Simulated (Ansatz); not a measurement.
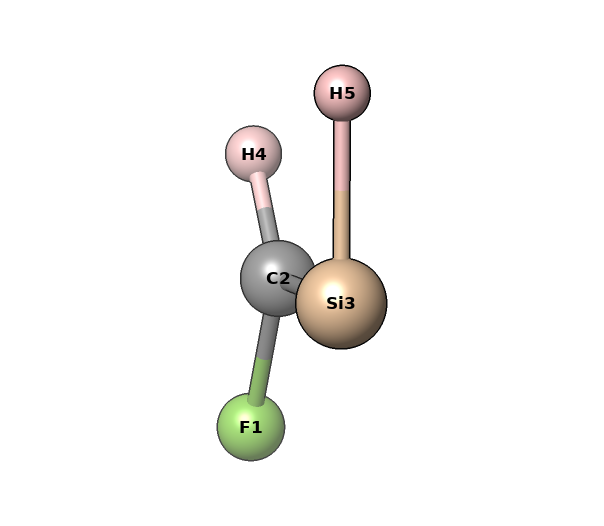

C2 lies behind Si3. The molecule seen a little off the Si3–C2 bond, Si3 in front. Depth is shown by fading: the farther an atom, the more it takes the colour of the background. State: charge −1, singlet. Computed geometry: PBE0-D4/def2-TZVPD optimisation. No frequency run is at hand to confirm it as a minimum.

Question: What is the torsion angle H5–Si3–C2–F1? The sign is positive where the front bond must turn clockwise to cover the back bond.

Answer: 180°, antiperiplanar (anti).
